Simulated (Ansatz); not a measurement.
# The pair FH···N₂: a pair, distance and turn, part 2 of 2

A grid of calculations on the pair FH···N₂, to see where the energy is lowest and how it rises around there.

Ansatz 0.2.0; RKS B3LYP-D4/def2-TZVPD. The steps go on from the part before.

## Step 8: Point (3.521 Å, −60°)

The input, input.yaml:

```yaml
crystal:
  periodic: [false, false, false]
  atoms:
    - { symbol: F, position_ang: [0.542715, -0.501929, -3.01924] }
    - { symbol: H, position_ang: [-0.007677, 0.071266, -2.537311] }
    - { symbol: "N", position_ang: [0.002668, -0.027266, 0.982295] }
    - { symbol: "N", position_ang: [0.006268, -0.058184, 2.071565] }
basis:
  gaussian: { orbitals: def2-TZVPD }
hamiltonian:
  xc: { name: B3LYP }
  dispersion: d4
output:
  forces: true
```

Command:

```console
$ ansatz run input.yaml --threads 1 --pin off --max-ram 2560MiB --backend cpu --events-out ev --progress --plain --runs-dir out
```

The log of the run (excerpt; [...] marks lines left out):

```text
Warning: RAYON_NUM_THREADS=1 ignored (pool sized by the plan → 1); use --threads N
[...]
Functional definition: B3LYP
[...]
606 factors; their error is unknown
[...]
mean field -5716.23878090 eV, -210.0679005923 hartree, gradient 1.7e-5 eV, S^2 0.000000; 0 other end points of the search recorded, 0 dependent functions left out
[...]
reference -5716.23902391 eV, -210.0679095227 hartree; 12, 12 occupied and 111, 111 virtual orbitals, 606 factors
Total energy: -5716.26361172 eV, -210.0688131081 hartree
Atom 0 at     0.542715    -0.501929    -3.019240 Å, force    -0.132236     0.138084     0.100953 eV/Å
Atom 1 at    -0.007677     0.071266    -2.537311 Å, force     0.136978    -0.143598    -0.081966 eV/Å
Atom 2 at     0.002668    -0.027266     0.982295 Å, force    -0.012870     0.017792    -0.165191 eV/Å
Atom 3 at     0.006268    -0.058184     2.071565 Å, force     0.008129    -0.012279     0.146204 eV/Å
Dipole moment:    -0.220117     0.228722     0.213410 e Å
```

It took 1.8 s on 1 thread of Arm Neoverse V1, shared host; peak memory 0.15 GiB.

On the map this point reads −0.39 kcal/mol.

## Step 9: Energy over the grid

199 points were computed, 1 more follow by symmetry, and 25 have no value (skipped by design, atoms too close, or no result). Energies in kcal/mol, from the two partners far apart, frozen as in the relaxed pair, each in its own basis (no counterpoise correction):

```csv
"turn of F1, H2 about its own atom H2 (°) ↓, distance N3···H2 (Å) →",1.718,1.768,1.849,1.950,2.064,2.191,2.329,2.476,2.632,2.796,2.967,3.145,3.330,3.521,3.718
156,–,–,–,–,–,–,122.8,74.6,42.8,23.4,12.2,6.1,2.9,1.3,0.6
132,–,–,–,131.8,96.5,66.0,42.5,26.0,15.1,8.3,4.4,2.2,1.1,0.5,0.2
108,71.2,61.7,48.6,35.7,24.8,16.2,10.0,5.8,3.2,1.6,0.7,0.3,0.1,0.0,0.0
84,21.6,18.1,13.4,9.0,5.6,3.2,1.5,0.5,0.0,−0.3,−0.4,−0.4,−0.3,−0.3,−0.2
60,6.6,5.0,3.1,1.4,0.2,−0.5,−0.9,−1.0,−1.0,−0.9,−0.7,−0.6,−0.5,−0.4,−0.3
36,1.1,0.3,−0.6,−1.3,−1.7,−1.8,−1.8,−1.6,−1.4,−1.1,−0.9,−0.7,−0.6,−0.5,−0.4
12,−0.8,−1.4,−2.0,−2.3,−2.4,−2.4,−2.1,−1.8,−1.5,−1.3,−1.0,−0.8,−0.7,−0.5,−0.4
−12,−0.8,−1.4,−2.0,−2.3,−2.4,−2.4,−2.1,−1.8,−1.5,−1.3,−1.0,−0.8,−0.7,−0.5,−0.4
−36,1.1,0.3,−0.6,−1.3,−1.7,−1.8,−1.8,−1.6,−1.4,−1.1,−0.9,−0.7,−0.6,−0.5,−0.4
−60,6.6,5.0,3.1,1.4,0.2,−0.5,−0.9,−1.0,−1.0,−0.9,−0.7,−0.6,−0.5,−0.4,−0.3
−84,21.7,18.1,13.4,9.1,5.7,3.2,1.5,0.5,0.0,−0.3,−0.4,−0.3,−0.3,−0.3,−0.2
−108,71.4,62.0,48.8,35.8,24.9,16.3,10.1,5.9,3.2,1.6,0.7,0.3,0.1,0.0,0.0
−132,–,–,–,132.3,96.9,66.2,42.7,26.1,15.1,8.4,4.4,2.2,1.1,0.5,0.2
−156,–,–,–,–,–,–,123.1,74.8,43.0,23.5,12.3,6.1,2.9,1.3,0.6
−180,–,–,–,–,–,–,–,107.3,61.2,33.1,17.1,8.4,3.9,1.7,0.7
```

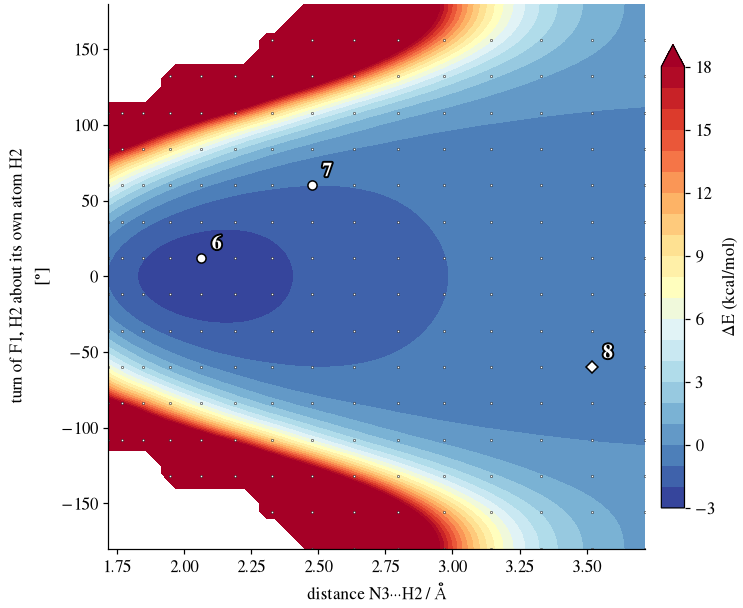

The map; numbers mark the steps of this session that print a point's run. The picture shows filled contours, dots at the grid points, one colour for all values above the top of the scale, blanks where no value was computed.

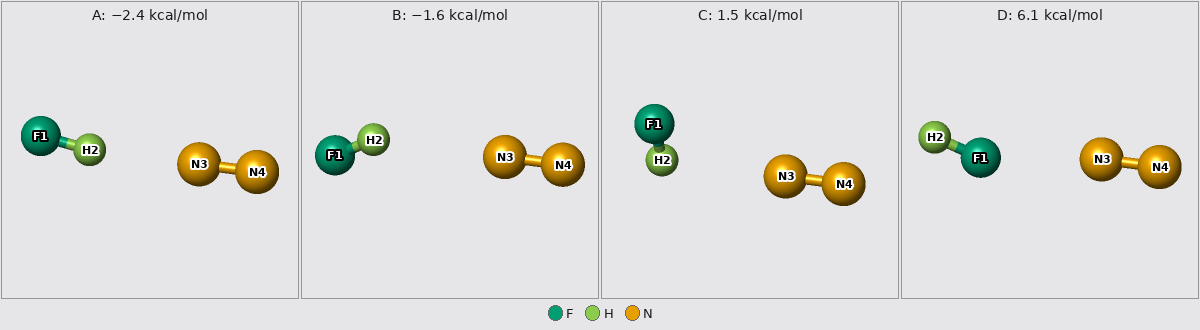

Structures on the grid, at one scale: A at (2.064 Å, 12°); B at (2.476 Å, −36°); C at (2.329 Å, 84°); D at (3.145 Å, −156°).

The dipole moment (D) at each point:

```csv
"turn of F1, H2 about its own atom H2 (°) ↓, distance N3···H2 (Å) →",1.718,1.768,1.849,1.950,2.064,2.191,2.329,2.476,2.632,2.796,2.967,3.145,3.330,3.521,3.718
156,–,–,–,–,–,–,2.04,2.13,2.11,2.05,2.01,1.97,1.94,1.91,1.90
132,–,–,–,2.50,2.26,2.10,2.00,1.93,1.90,1.87,1.86,1.85,1.84,1.84,1.83
108,1.70,1.67,1.65,1.65,1.67,1.68,1.70,1.72,1.73,1.75,1.76,1.76,1.77,1.78,1.78
84,1.63,1.65,1.68,1.70,1.72,1.73,1.74,1.75,1.76,1.77,1.77,1.78,1.78,1.78,1.79
60,2.09,2.07,2.05,2.02,1.98,1.95,1.93,1.90,1.89,1.87,1.86,1.85,1.84,1.84,1.83
36,2.46,2.42,2.36,2.29,2.22,2.16,2.11,2.06,2.02,1.98,1.96,1.93,1.91,1.90,1.89
12,2.65,2.60,2.52,2.44,2.36,2.28,2.21,2.15,2.10,2.05,2.01,1.98,1.96,1.94,1.92
−12,2.65,2.60,2.52,2.44,2.36,2.28,2.21,2.15,2.10,2.05,2.01,1.98,1.96,1.94,1.92
−36,2.45,2.42,2.36,2.29,2.22,2.16,2.11,2.06,2.02,1.98,1.96,1.93,1.91,1.90,1.89
−60,2.09,2.07,2.05,2.01,1.98,1.95,1.93,1.90,1.89,1.87,1.86,1.85,1.84,1.84,1.83
−84,1.63,1.65,1.68,1.70,1.72,1.73,1.74,1.75,1.76,1.77,1.77,1.78,1.78,1.78,1.79
−108,1.70,1.68,1.66,1.65,1.67,1.68,1.70,1.72,1.73,1.75,1.76,1.77,1.77,1.78,1.78
−132,–,–,–,2.51,2.27,2.10,2.00,1.94,1.90,1.87,1.86,1.85,1.84,1.84,1.84
−156,–,–,–,–,–,–,2.04,2.13,2.11,2.06,2.01,1.97,1.94,1.91,1.90
−180,–,–,–,–,–,–,–,1.93,2.09,2.09,2.06,2.01,1.97,1.94,1.92
```

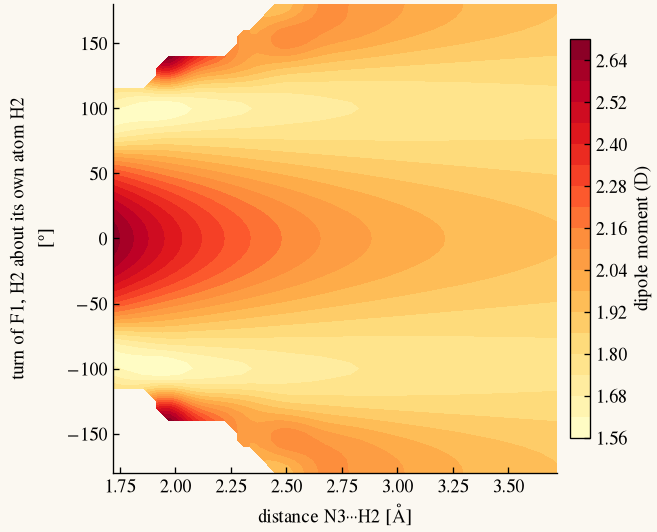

The dipole moment over the grid. Drawn: filled contours, blanks where no value was computed. Between grid points the surface is interpolated.

On the same grid, largest force on an atom (eV/Å):

```tsv
turn of F1, H2 about its own atom H2 (°) ↓, distance N3···H2 (Å) →	1.718	1.768	1.849	1.950	2.064	2.191	2.329	2.476	2.632	2.796	2.967	3.145	3.330	3.521	3.718
156	–	–	–	–	–	–	16.4	10.4	6.3	3.6	2.0	1.1	0.7	0.4	0.3
132	–	–	–	17.7	13.8	9.8	6.5	4.1	2.5	1.4	0.9	0.5	0.4	0.3	0.3
108	10.4	9.1	7.3	5.5	3.9	2.7	1.7	1.1	0.7	0.4	0.3	0.2	0.2	0.2	0.2
84	3.7	3.1	2.4	1.7	1.1	0.7	0.5	0.3	0.3	0.2	0.2	0.2	0.2	0.2	0.2
60	1.6	1.3	1.0	0.6	0.4	0.3	0.2	0.2	0.2	0.2	0.2	0.2	0.2	0.2	0.2
36	0.9	0.7	0.5	0.3	0.2	0.2	0.2	0.2	0.2	0.2	0.2	0.2	0.2	0.2	0.2
12	0.6	0.5	0.3	0.1	0.1	0.1	0.1	0.2	0.2	0.2	0.2	0.2	0.2	0.2	0.2
−12	0.6	0.5	0.3	0.1	0.1	0.1	0.1	0.2	0.2	0.2	0.2	0.2	0.2	0.2	0.2
−36	0.9	0.7	0.5	0.3	0.2	0.2	0.2	0.2	0.2	0.2	0.2	0.2	0.2	0.2	0.2
−60	1.6	1.3	1.0	0.6	0.4	0.3	0.2	0.2	0.2	0.2	0.2	0.2	0.2	0.2	0.2
−84	3.7	3.1	2.4	1.7	1.1	0.7	0.5	0.3	0.3	0.2	0.2	0.2	0.2	0.2	0.2
−108	10.4	9.2	7.3	5.5	4.0	2.7	1.8	1.1	0.7	0.4	0.3	0.2	0.2	0.2	0.2
−132	–	–	–	17.7	13.8	9.9	6.5	4.1	2.5	1.5	0.9	0.5	0.4	0.3	0.3
−156	–	–	–	–	–	–	16.5	10.5	6.3	3.6	2.0	1.1	0.7	0.4	0.3
−180	–	–	–	–	–	–	–	14.7	8.7	5.0	2.8	1.5	0.9	0.5	0.3
```

## Step 10: Outcome

The summary covers parts 1 to 2.

| quantity | value |
| --- | --- |
| lowest point | (2.064 Å, 12°), −2.4 kcal/mol |
| highest computed point (blank points may lie higher) | (1.950 Å, −132°), 134.8 kcal/mol above the lowest |
| dipole moment (D) | 1.63 at (1.718 Å, −84°) to 2.65 at (1.718 Å, 12°); 2.36 at the lowest point |
| largest force on an atom (eV/Å) | 0.1 at (2.064 Å, 12°) to 17.7 at (1.950 Å, −132°); 0.1 at the lowest point |
| time for the whole task | 6.7 min on 1 thread, shared host |

In words: The lowest computed point is at (2.064 Å, 12°), −2.4 kcal/mol from the two partners far apart, frozen as in the relaxed pair, each in its own basis (no counterpoise correction). The grid is coarse, so the lowest point of the scanned range may lie between grid points; coordinates that were held can hide deeper minima. The grid shows no other well, apart from its symmetry copies. The highest computed point, (1.950 Å, −132°), lies 134.8 kcal/mol above the lowest. Round the minimum the two coordinates are nearly uncoupled. No counterpoise correction was made, so wells between separate parts tend to come out somewhat too deep.
